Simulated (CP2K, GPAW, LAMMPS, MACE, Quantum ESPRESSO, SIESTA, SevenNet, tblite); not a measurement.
# Site energies of a vacancy of Ge in amorphous Ge (61 atoms) across programs

At which of several sites of amorphous Ge (61 atoms) does a vacancy of Ge cost least, and do cheaper methods find the same site as plane waves?

Results are calculated, not measured.

## Step 1: Set-up

The cell holds 61 atoms (61 Ge), with edges of 11.32, 11.32 and 11.32 Å. Recipe: 61 atoms (61 Ge) placed at random at 5.08 g/cm³, melted at 3500 K for 10 ps at fixed volume with the Tersoff potential (Tersoff, Phys. Rev. B 39, 5566 (1989)). Quenched from 3500 K to 100 K at 5 K/ps and fixed volume, held 5 ps, then minimised at fixed cell. Then the atoms were relaxed with MACE MPA-0 medium in the fixed cell.

## Step 2: The reference input

Quantum ESPRESSO 7.5: Kohn-Sham DFT, PBE, SSSP efficiency 1.3.0 pseudopotentials, plane waves. Its input, pw.in, for the unchanged cell:

```
&control
  calculation = 'scf'
  pseudo_dir = './pseudo'
  outdir = './tmp'
  disk_io = 'none'
  tprnfor = .true.
  tstress = .true.
/
&system
  ibrav = 0
  nat = 61
  ntyp = 1
  ecutwfc = 45
  ecutrho = 360
  nosym = .true.
  occupations = 'smearing'
  smearing = 'fd'
  degauss = 0.003675
/
&electrons
  conv_thr = 3.0e-07
  electron_maxstep = 100
  mixing_beta = 0.2
  mixing_mode = 'local-TF'
  diagonalization = 'david'
/
ATOMIC_SPECIES
Ge 72.630 Ge.upf
CELL_PARAMETERS angstrom
11.31680 0.00000 0.00000
0.00000 11.31680 0.00000
0.00000 0.00000 11.31680
ATOMIC_POSITIONS crystal
Ge 0.44757 0.94688 0.91444
Ge 0.38008 0.25456 0.55195
Ge 0.63555 0.65036 0.73970
Ge 0.88588 0.42075 0.22163
[... 55 atom lines left out ...]
Ge 0.17592 0.00641 0.53018
Ge 0.32585 0.29118 0.99292
K_POINTS gamma
```

```console
$ OMP_NUM_THREADS=1 mpirun -np 4 pw.x -in pw.in > output.txt
```

Wall time 2.6 min (4 MPI ranks of Arm Neoverse V2, shared host); peak memory 4.2 GiB.

It converged with an r.m.s. force component of 0.18 eV/Å and a pressure of 1.9 GPa.

## Step 3: The levels

The levels share the cells and solve them as single points, though not every level runs every cell. CPU time is summed over a level's finished runs, on a host shared with the other runs, so it is rough; the force column is the median over cells of the r.m.s. difference of force components from the reference.

```
                   level                      basis or training data  k-points  runs finished  CPU time  peak memory (GiB)  force difference (meV/Å)
                 QE, PBE     plane waves, SSSP efficiency, 45/360 Ry         Γ         6 of 6    64 min                4.2                 reference
   CP2K double zeta, PBE  DZVP-MOLOPT-SR, GTH-PBE potentials, 350 Ry         Γ         5 of 5     6 min                1.9                        25
           GPAW dzp, PBE                 dzp orbitals, PAW, h 0.18 Å         Γ         5 of 5    18 min                1.9                        42
         SIESTA DZP, PBE    DZP orbitals, shift 0.01 Ry, mesh 300 Ry         Γ         5 of 5    21 min                1.2                       115
CP2K double zeta, PBEsol  DZVP-MOLOPT-SR, GTH-PBE potentials, 350 Ry         Γ         5 of 5     6 min                1.9                        39
  CP2K double zeta, RPBE  DZVP-MOLOPT-SR, GTH-PBE potentials, 350 Ry         Γ         5 of 5   6.1 min                1.9                        23
         tblite GFN1-xTB  tight binding with its own dispersion term         Γ         5 of 5      24 s               0.13                       136
       MACE MPA-0 medium          trained on PBE(+U) plane-wave data         -         6 of 6      36 s               0.77                       173
              SevenNet 0          trained on PBE(+U) plane-wave data         -         6 of 6      36 s               0.68                       189
```

The reference's own r.m.s. force component runs from 167 to 186 meV/Å over these cells. MACE MPA-0 medium relaxed the atoms, so in the cells that it relaxed its own forces are small, and its entry isn't an independent test there.

## Step 4: The sites

Each changed cell was relaxed with MACE MPA-0 medium before the single points. Neighbours are the site's nearest atoms before the change.

| site | nearest atoms | their mean distance (Å) | atoms within 6 Å | largest move on relaxing (Å) | longest force left in the reference (eV/Å) |
| --- | --- | --- | --- | --- | --- |
| Ge26 | Ge6 | 2.75 | 36 | 0.33 | 0.59 |
| Ge49 | Ge4 | 2.54 | 35 | 2.19 | 0.74 |
| Ge22 | Ge4 | 2.51 | 35 | 1.19 | 0.55 |
| Ge16 | Ge4 | 2.50 | 35 | 1.72 | 0.70 |
| Ge7 | Ge4 | 2.53 | 33 | 1.08 | 0.79 |

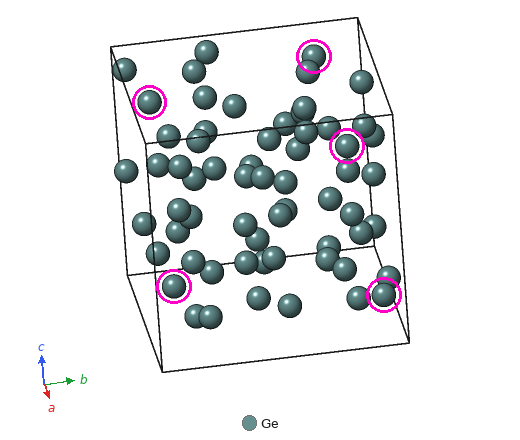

The unchanged cell with the tried sites ringed (germanium teal). Some periodic images of atoms are drawn too.

## Step 5: Site energies

All changed cells hold the same atoms, so within one level their energies compare with no chemical potential. Energies in eV, less that of Ge26, the reference's cheapest site; the last column is the largest deviation from the reference once each row's mean is taken off.

| level | Ge26 | Ge49 | Ge22 | Ge16 | Ge7 | cheapest | largest deviation |
| --- | --- | --- | --- | --- | --- | --- | --- |
| QE, PBE | 0.00 | 0.56 | 0.73 | 1.01 | 2.01 | Ge26 | - |
| CP2K double zeta, PBE | 0.00 | 0.40 | 0.65 | 0.98 | 1.92 | Ge26 | 0.09 |
| GPAW dzp, PBE | 0.00 | 0.27 | 0.55 | 0.92 | 1.80 | Ge26 | 0.15 |
| SIESTA DZP, PBE | 0.00 | -0.15 | 0.26 | 0.81 | 1.50 | Ge49 | 0.38 |
| CP2K double zeta, PBEsol | 0.00 | 0.23 | 0.57 | 0.88 | 1.67 | Ge26 | 0.19 |
| CP2K double zeta, RPBE | 0.00 | 0.50 | 0.70 | 1.03 | 2.05 | Ge26 | 0.05 |
| tblite GFN1-xTB | 0.00 | 1.31 | 1.24 | 1.46 | 2.99 | Ge26 | 0.54 |
| MACE MPA-0 medium | 0.00 | 0.51 | 0.09 | 0.56 | 1.29 | Ge26 | 0.37 |
| SevenNet 0 | 0.00 | 0.33 | -0.06 | 0.32 | 0.82 | Ge22 | 0.61 |

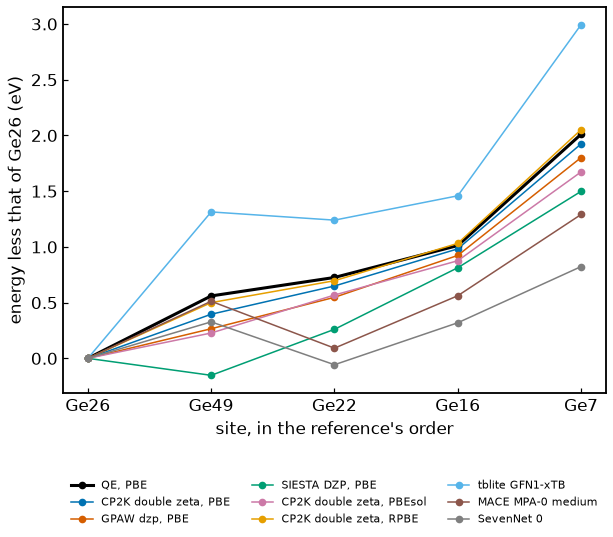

Site energies by level.

## Step 6: What came out

In the reference the cheapest site is Ge26 (Ge6) and the dearest Ge7 (Ge4), 2.0 eV higher. 6 of the 8 other levels pick the same cheapest site; SIESTA DZP, PBE picks Ge49 and SevenNet 0 picks Ge22. CP2K double zeta, RPBE follows the reference most closely (0.05 eV at worst) and SevenNet 0 least (0.61 eV).

The other programs at PBE deviate by 0.38 eV at most, the learned potentials by 0.37 to 0.61 eV.

**Limits.** The geometries are those of MACE MPA-0 medium; forces of up to 0.79 eV/Å remain in the reference, so relaxing in DFT would lower the energies, by amounts that can differ from site to site and can change the order. For MACE MPA-0 medium alone these are relaxed energies. Defects interact with their periodic images. Neighbours of a vacancy can rebond in unlike ways from site to site, which enters the differences. Atoms moved by over 1 Å in some relaxations, so part of the differences can come from the host's rearranging. The reference has no spin polarisation, so cut bonds at a vacancy can't carry moments. Only 5 of the 61 Ge sites are compared. Learned potentials don't solve for electrons, so the charge or spin state of a defect can't be set in them. The quench rate of 5 K/ps is many orders above laboratory rates, so the cell is likely richer in defects and strain than a real sample. The reference samples only Γ, in a cell whose shortest periodic width is 11 Å. The reference isn't exact: its cutoffs and mesh weren't converged further here. SIESTA's automatically made basis is far from complete, and its potentials were converted by us (checked for H, C, O, Si, Ge and Ca alone). Spin–orbit coupling is left out. Where levels are smeared, the DFT runs use Fermi–Dirac occupations at 580 K (0.05 eV), and energies are free energies.

[Logs are printed without paths, hosts, clocks, repeated set-up lines and the standing remarks that a program may print on its own settings, such as how far it seeks lower states.]

[Hosts, paths, dates, database ids (printed as entryN), source tags and the programs' standing remarks are cut or masked in the printed files.]
